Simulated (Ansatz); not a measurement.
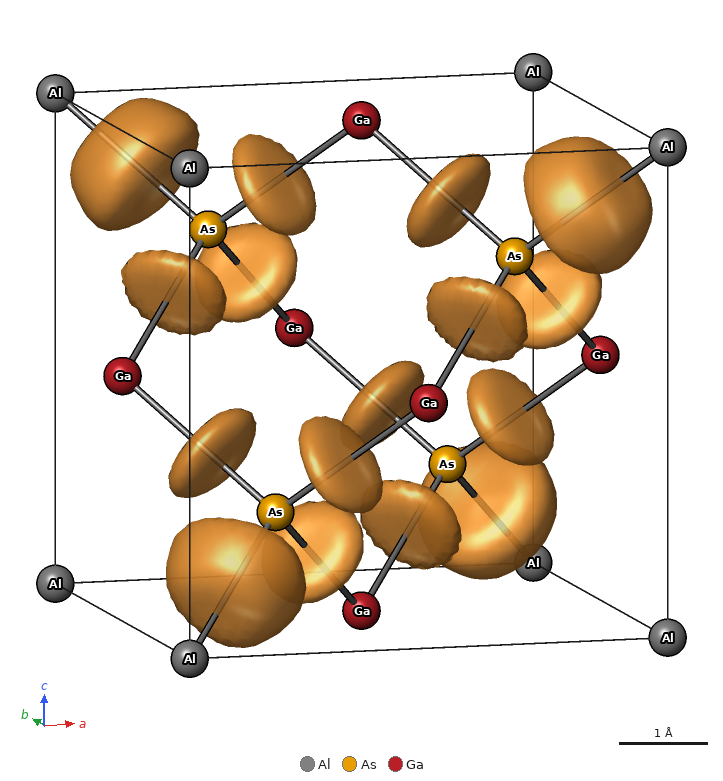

Figure. AlGa3As4. Isosurface of the electron localisation function at 0.7 (orange), seen slightly off an axis. Only the valence region is drawn (cores and ρ < 0.01 e/Å³ removed). Sticks mark near contacts.

Space group P-43m; started from the ordered alloy on zincblende lattice prototype, which need not be the ambient phase; computed pressure about 3 GPa in this cell.

Computed with DFT, PBE, plane waves, PAW (Ansatz 0.2.0).

In a PAW calculation such maps are meaningful between the atoms, not at the nuclei.

Question: Where are the electrons localised?

Answer: At this value the surface marks out four regions between bonded Al–As atoms (shared pairs) and twelve regions between bonded As–Ga atoms (shared pairs), counted in one cell of 8 atoms. Any copies at cell faces, edges or corners count once. Along the contacts the grid gives the following. Al–As (2.45 Å): the ELF peaks at about 0.95 between the atoms: a covalent bond. Ga–As (2.46 Å): the ELF peaks at about 0.80 between the atoms (a shared electron pair).
